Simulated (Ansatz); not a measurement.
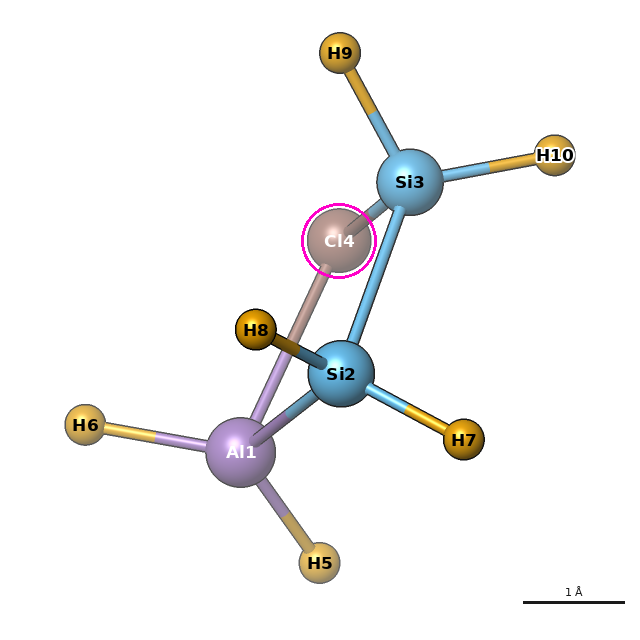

Orthographic view. Atoms fade into the background with distance from the viewer. Computed geometry: PBE0-D4/def2-TZVP optimisation.

Which atoms are bonded to the circled atom?

Answer. The circled atom is Cl4; it is bonded to Al1, Si3.

Which atom is nearest the viewer?

Answer. H8, 2.4 Å in front of the mean position.

Of Al1 and Si2, which is nearer the viewer?

Answer. Si2; the bond to Al1 points away from the viewer, so it looks shorter than its 2.48 Å.
